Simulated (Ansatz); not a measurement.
**Ligand exchange: SiH3(CH3) + C2H4I2 → SiH3I + C3H7I**

Gas-phase species: SiH3(CH3) (methylsilane), singlet; C2H4I2 (1,2-diiodoethane) `ICCI`, singlet; SiH3I `[SiH3]I`, singlet; C3H7I (1-iodopropane) `CCCI`, singlet. The partners trade CH3 for I: Si–CH3 and C–I bonds give way to Si–I and C–CH3.

Shapes, held fixed at every level: PBE0-D4/def2-TZVP. Flexible molecules stand in one conformer, not always the lowest. Programs: Ansatz 0.2.0. Electronic energies: no zero-point or thermal term.

```csv
level,kind,ΔE (kJ/mol),less CCSD(T)/def2-TZVPP
PBE-D4/def2-TZVPP,GGA,-76.9,+1.5
r2SCAN-D4/def2-TZVPP,meta-GGA,-80.7,-2.3
PBE0-D4/def2-TZVPP,global hybrid,-84.7,-6.3
wB97M-V/def2-TZVPP,range-separated hybrid,-84.1,-5.7
wB97X-V/def2-TZVPP,range-separated hybrid,-86.1,-7.7
MP2/def2-TZVPP,perturbation theory,-79.6,-1.2
CCSD/def2-TZVPP,coupled cluster or CI,-81.7,-3.3
CCSD(T)/def2-TZVPP,coupled cluster or CI,-78.4,0.0
```

The highest level, CCSD(T)/def2-TZVPP, gives ΔE = -78.4 kJ/mol; the levels span -86.1 to -76.9. The column of differences is taken from that level and isn't an error. No measured value is set beside it here. For atoms past krypton def2 sets carry core potentials with scalar relativity. Outer-core shells of I are correlated, in sets that cover them unevenly.

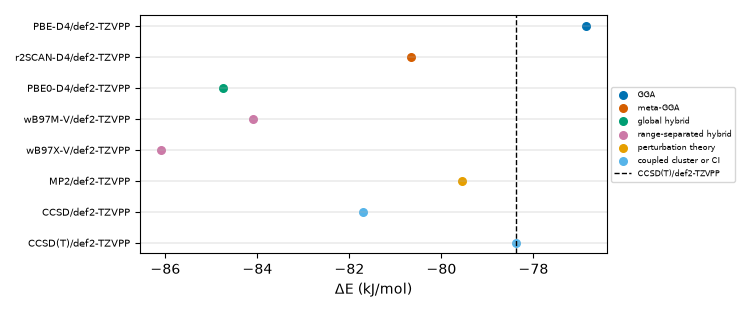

The values of the table, level by level.
